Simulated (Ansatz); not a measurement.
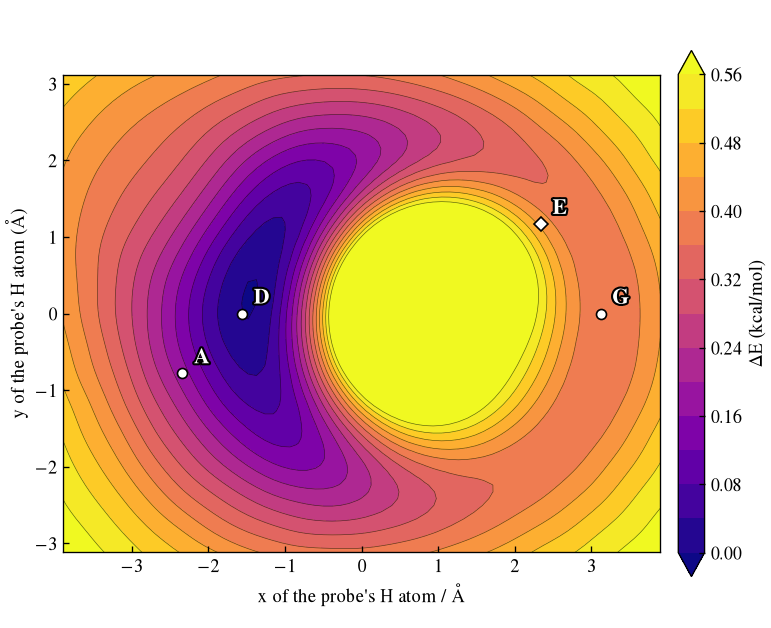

FH₃SSi₂ (SMILES F[SiH]1[SiH2]S1) with the probe H. 
- The probe is moved over a plane parallel to the molecule's main plane, 3.70 Å above it.
- The first coordinate is: x of the probe's H atom; the second: y of the probe's H atom.
- Nothing is relaxed (molecule and probe rigid).
- The grid has 21 × 17 points.
- Points are written as (first, second).
- All energies are given in kcal/mol relative to the lowest grid point.
- Level of theory: UKS PBE-D4/def2-SVP in Ansatz 0.2.0.

The picture shows filled contours, one colour for all values above the top of the scale, lettered points. Between grid points the surface is interpolated.

> Is G the lowest point of the computed grid?

No. G lies 0.37 kcal/mol above the lowest grid point, which is at (−1.56 Å, 0.00 Å) [nearest 1 H at 3.07 Å].

> What kind of point is each of A, D, E, G: minimum, saddle, maximum or slope?

A: on a slope; D: minimum; E: on a slope; G: saddle point. (In these two coordinates alone; a stationary point may lie a little off the grid point.)

> Rank the lettered points by energy, lowest first.

D (0.00 kcal/mol), A (0.18 kcal/mol), G (0.37 kcal/mol), E (0.43 kcal/mol).
